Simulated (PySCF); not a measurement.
## Run report: SiOCl2, frequency calculation

System: SiOCl2.
Method: RKS-based PBE0, Si def2-TZVP, O def2-TZVP, Cl def2-TZVP; non-relativistic Hamiltonian; density fitting (PySCF 2.14.0).

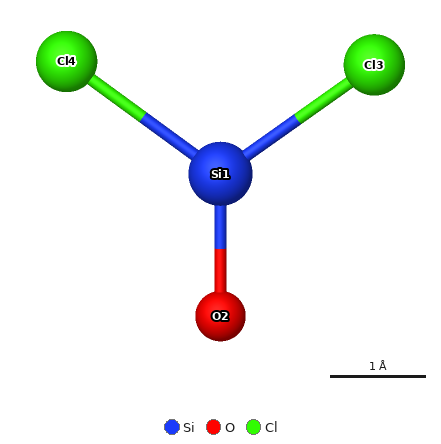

*The structure as given in the input (ball-and-stick view, seen on its broad side; atoms are numbered from 1 in the order of the input).*

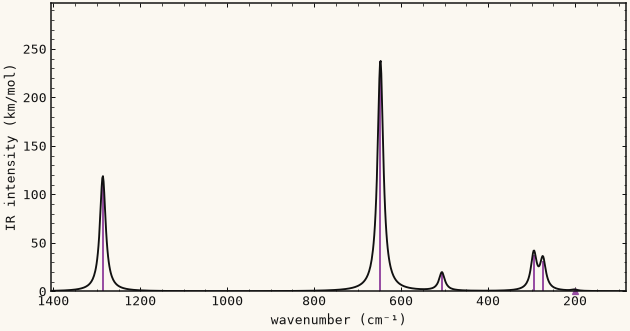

*Harmonic infrared spectrum, unscaled: sticks (degenerate modes added up, dark ones marked on the axis) with a Lorentzian envelope of 16 cm⁻¹ full width, scaled to the tallest stick.*

6 modes from 201 to 1286 cm⁻¹, none imaginary. The strongest line is at 648 cm⁻¹ (238 km/mol). All modes, in cm⁻¹ (km/mol): 201 (1.3), 274 (31), 295 (38), 506 (19.0), 648 (238), 1286 (119).

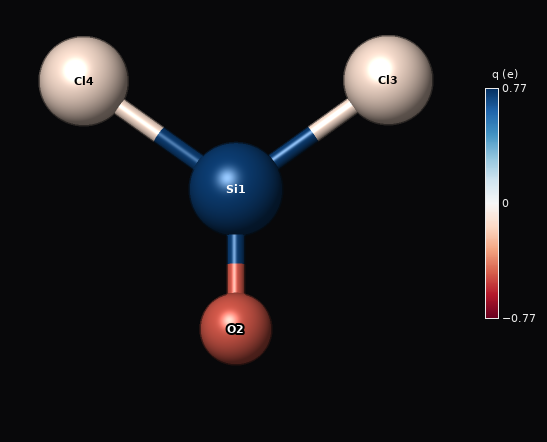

*Mulliken charges, as the colour of each atom (ball-and-stick view, seen on its broad side; atoms are numbered from 1 in the order of the input).*

By element: Si +0.73, O −0.48 and Cl −0.13 e.

The input that produced these results follows, with the program's output.

### Input
```python
from pyscf import gto, scf, dft
mol = gto.M(atom='''
Si    -0.413338    -0.294310     0.000000
O     -1.640469    -1.168066     0.000001
Cl     0.540498     0.384852     1.628897
Cl     0.540497     0.384850    -1.628898''',
    basis={'Si': 'def2-TZVP', 'O': 'def2-TZVP', 'Cl': 'def2-TZVP'},
    charge=0, spin=0)
mf = dft.RKS(mol, xc='PBE0')
mf.grids.atom_grid = (75, 302)
aux = {'Si': 'def2-universal-JKFIT', 'O': 'def2-universal-JKFIT', 'Cl': 'def2-universal-JKFIT'}
mf = mf.density_fit(auxbasis=aux)
mf.conv_tol = 1e-09
mf.diis_space = 10
mf.max_cycle = 60
mf.verbose = 4
mf.kernel()
```

The script is an equivalent of the set-up of the self-consistent field. The run itself was carried out by a driver, which started from the orbitals of the step before it where there was one and computed the further properties.

Run as:
```bash
OMP_NUM_THREADS=4 python axn.py task.json out
```

### Log
```
init E= -1284.79186778048
  HOMO = -0.326961191245071  LUMO = -0.0681002713438919  gap/eV = 7.04396
cycle= 1 E= -1284.79186778047  delta_E= 7.73e-12  |g|= 3.17e-06  |ddm|= 4.03e-06
  HOMO = -0.326961582222599  LUMO = -0.0681007675370476  gap/eV = 7.04396
Extra cycle  E= -1284.79186778047  delta_E= 4.55e-13  |g|= 4.4e-06  |ddm|= 5.57e-06
converged SCF energy = -1284.79186778047
```

### Key numbers

```json
{"quantity": "outcome", "value": "converged"}
{"quantity": "total energy", "value": "−1284.791868 hartree"}
{"quantity": "HOMO", "value": "−8.90 eV"}
{"quantity": "LUMO", "value": "−1.85 eV"}
{"quantity": "zero-point energy", "value": "0.007312 hartree"}
{"quantity": "dipole moment", "value": "3.16 D"}
{"quantity": "wavenumbers, lowest and highest", "value": "201 and 1286 cm⁻¹"}
{"quantity": "hardware", "value": "4 threads of Arm Neoverse V1, 24 GiB of memory available, shared host"}
{"quantity": "wall time", "value": "48 s (CPU time 2.3 min)"}
{"quantity": "peak memory", "value": "1.5 GiB"}
```
